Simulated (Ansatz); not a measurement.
**C₇H₁₃FHfN₂: small, medium and large basis sets**

Aim: see how fast density functionals converge with the basis set for C₇H₁₃FHfN₂.

Method: one geometry, several basis sets; program: Ansatz 0.2.0, Gaussian basis.

Levels to be run: PBE0-D4/def2-SVP; ωB97M-V/def2-SVP; PBE0-D4/def2-QZVPP; ωB97M-V/def2-QZVPP; the functionals' def2-TZVPP values are taken from earlier runs.

## Step 1: The geometry

All runs share one geometry, relaxed beforehand with PBE0-D4 in a triple-zeta def2 set. Hf takes the def2 core potential; no spin-orbit term is included.

24 atoms, charge 0, spin multiplicity 1.

Atoms are counted from 1 here; the program's logs count them from 0.

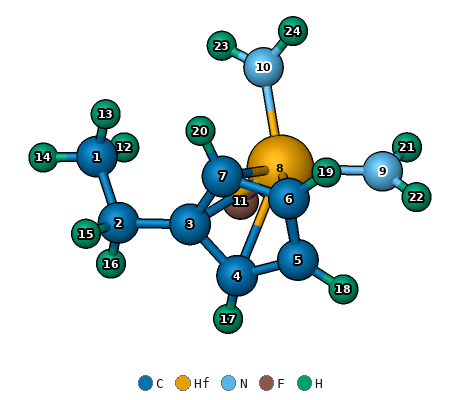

The geometry (colours as in the key); atoms are numbered from 1 in the order of the file.

## Step 2: PBE0-D4 in def2-SVP

File in.yaml:

```yaml
crystal:
  periodic: [false, false, false]
  atoms:
    - {symbol: C, position_ang: [-0.322251, 1.953676, -1.896028]}
    - {symbol: C, position_ang: [-1.453665, 0.977566, -1.601586]}
    - {symbol: C, position_ang: [-1.269964, 0.165777, -0.355653]}
    - {symbol: C, position_ang: [-1.435293, -1.233380, -0.243755]}
    - {symbol: C, position_ang: [-1.220336, -1.609848, 1.096124]}
    - {symbol: C, position_ang: [-0.923612, -0.442479, 1.831652]}
    - {symbol: C, position_ang: [-0.952206, 0.651825, 0.939500]}
    - {symbol: Hf, position_ang: [1.025720, -0.706440, 0.248296]}
    - {symbol: N, position_ang: [1.787878, -2.126753, 1.500020]}
    - {symbol: N, position_ang: [2.348164, 0.823970, 0.548403]}
    - {symbol: F, position_ang: [1.384132, -1.156509, -1.601719]}
    - {symbol: H, position_ang: [0.607750, 1.420134, -2.110547]}
    - {symbol: H, position_ang: [-0.144042, 2.627563, -1.054782]}
    - {symbol: H, position_ang: [-0.556461, 2.566617, -2.768959]}
    - {symbol: H, position_ang: [-2.395787, 1.531448, -1.516899]}
    - {symbol: H, position_ang: [-1.575495, 0.295079, -2.446608]}
    - {symbol: H, position_ang: [-1.652051, -1.900027, -1.066783]}
    - {symbol: H, position_ang: [-1.259008, -2.616261, 1.486003]}
    - {symbol: H, position_ang: [-0.695959, -0.395010, 2.886749]}
    - {symbol: H, position_ang: [-0.762532, 1.682610, 1.200377]}
    - {symbol: H, position_ang: [2.771729, -2.361786, 1.462152]}
    - {symbol: H, position_ang: [1.331886, -2.744972, 2.151399]}
    - {symbol: H, position_ang: [2.582931, 1.544237, -0.120232]}
    - {symbol: H, position_ang: [2.778470, 1.052952, 1.432885]}
basis:
  gaussian: {orbitals: def2-SVP}
hamiltonian: {xc: pbe0, dispersion: d4}
output: {orbitals: {seedname: orbitals}}
```

On the command line:

```sh
> ansatz run in.yaml --threads 4 --pin off --events-out ev --progress --plain --max-ram 66560MiB --backend cpu
```

Further steps of the session: ωB97M-V in def2-SVP; PBE0-D4 in def2-QZVPP; ωB97M-V in def2-QZVPP.

**Question.** What will the summary of the whole plan be? Wanted: PBE0-D4: double and triple zeta above quadruple; ωB97M-V: double and triple zeta above quadruple.

**Answer**, as computed:

| quantity | value |
| --- | --- |
| PBE0-D4: double and triple zeta above quadruple | 15.95, 0.74 eV |
| ωB97M-V: double and triple zeta above quadruple | 16.53, 0.70 eV |

In words: PBE0-D4 gains 15.21 eV from double to triple zeta, then 0.74 eV more. These are total energies; as a rule much of such shifts cancels in differences, which this series doesn't test. The LUMO of ωB97M-V is positive and keeps falling with the basis (1.77 to 0.87 eV): an unbound level that the basis holds in place.
